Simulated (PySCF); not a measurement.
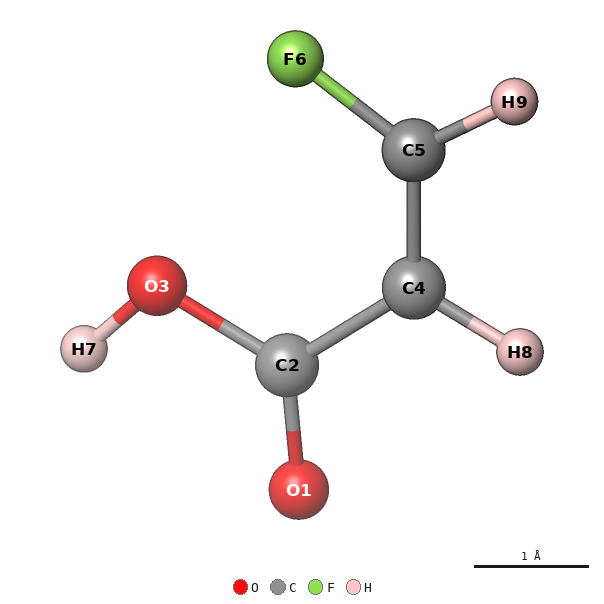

Orthographic view. Atoms fade into the background with distance from the viewer. The geometry was computed by an optimisation with PBE0-D3(BJ)/def2-SVP. No frequency run is at hand to confirm it as a minimum.

Write the connection table.

O1: C2
C2: O1, O3, C4
O3: C2, H7
C4: C2, C5, H8
C5: C4, F6, H9
F6: C5
H7: O3
H8: C4
H9: C5
